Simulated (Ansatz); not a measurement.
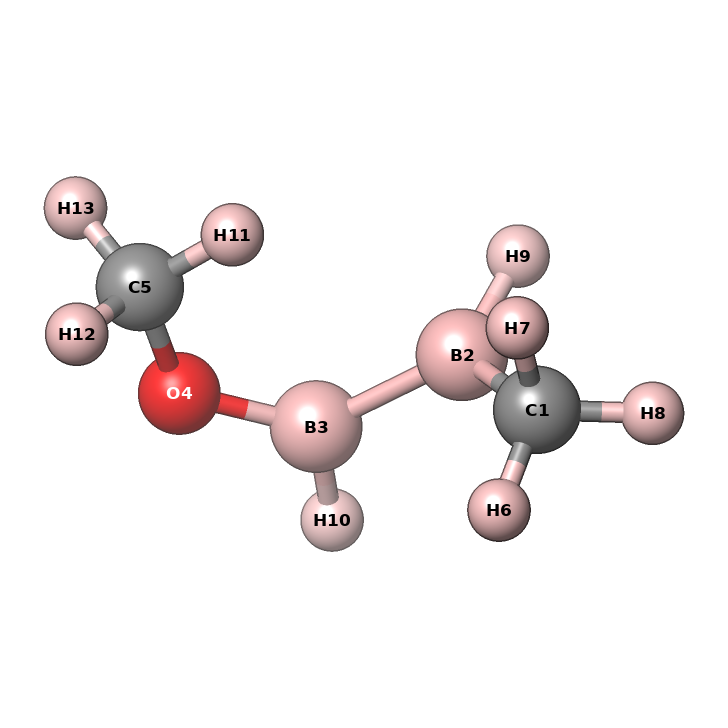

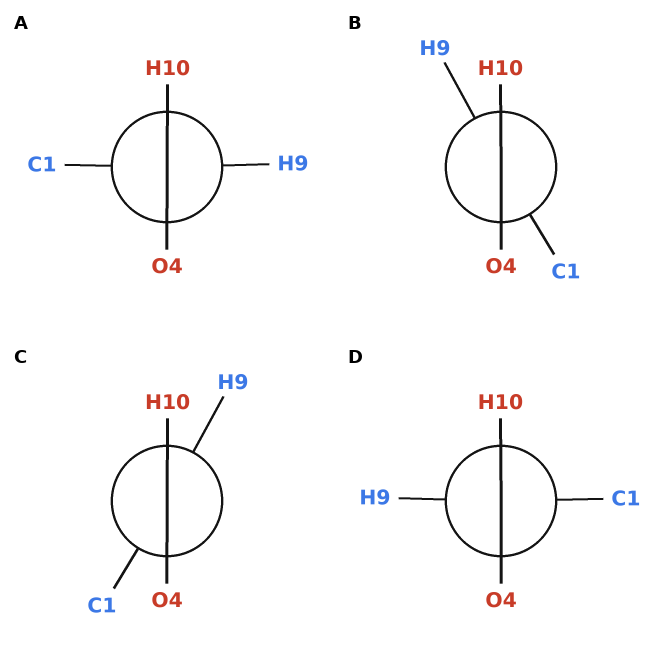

Distant atoms are faded towards the background colour. Bonds that would overlap in a projection are set slightly apart. Computed geometry: PBE0-D4/def2-TZVP optimisation. No frequency run is at hand to confirm it as a minimum.

**Which Newman projection shows the view along B3–B2, with B3 in front?**

A. The torsion angle O4–B3–B2–C1 is 91°, about perpendicular.
